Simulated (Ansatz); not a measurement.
# C2H3FS2: basis-set convergence

Aim: see how fast density functionals converge with the basis set for C2H3FS2.

Program: Ansatz 0.2.0, Gaussian basis. Level of theory: one geometry, several basis sets. These are calculated values, not measurements.

Levels to be run: PBE0-D4/def2-SVP; ωB97M-V/def2-SVP; PBE0-D4/def2-QZVPP; ωB97M-V/def2-QZVPP; the functionals' def2-TZVPP values are taken from earlier runs.

### Step 1. Structure used throughout

An earlier PBE0-D4 in a triple-zeta def2 set relaxation fixed the geometry.

8 atoms, charge 0, spin multiplicity 1.

Atoms are counted from 1 here; the program's logs count them from 0.

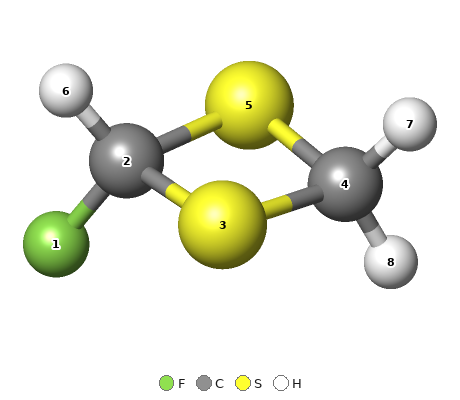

The structure; fluorine green, carbon grey, sulfur yellow, hydrogen white; atoms are numbered from 1 in the order of the file.

### Step 2. PBE0-D4 in def2-SVP

Input file in.yaml:

```yaml
crystal:
  periodic: [false, false, false]
  atoms:
    - {symbol: F, position_ang: [-1.927623, 0.250627, 1.053635]}
    - {symbol: C, position_ang: [-0.716323, 0.710998, 0.613459]}
    - {symbol: S, position_ang: [0.673476, -0.330801, 1.108417]}
    - {symbol: C, position_ang: [0.811758, -0.713024, -0.659127]}
    - {symbol: S, position_ang: [-0.458942, 0.480551, -1.159256]}
    - {symbol: H, position_ang: [-0.636481, 1.746534, 0.944092]}
    - {symbol: H, position_ang: [1.792030, -0.458111, -1.057444]}
    - {symbol: H, position_ang: [0.554203, -1.743972, -0.899374]}
basis:
  gaussian: {orbitals: def2-SVP}
hamiltonian: {xc: pbe0, dispersion: d4}
output: {orbitals: {seedname: orbitals}}
```

The run is started by

```
$ ansatz run in.yaml --threads 2 --pin off --events-out ev --progress --plain --max-ram 4352MiB
```

The runs that follow: ωB97M-V in def2-SVP; PBE0-D4 in def2-QZVPP; ωB97M-V in def2-QZVPP.

**Question.** What will the summary of the whole plan be? Wanted: PBE0-D4: double and triple zeta above quadruple; ωB97M-V: double and triple zeta above quadruple.

As calculated:

| quantity | value |
| --- | --- |
| PBE0-D4: double and triple zeta above quadruple | 14.38, 0.91 eV |
| ωB97M-V: double and triple zeta above quadruple | 14.43, 0.87 eV |

**Reading.** For PBE0-D4 the step from double to triple zeta gains 13.47 eV and the next only 0.91 eV. Total energies overstate the basis error of differences, where much of it tends to cancel. The LUMO of ωB97M-V is positive and keeps falling with the basis (1.33 to 0.50 eV): an unbound level that the basis holds in place.
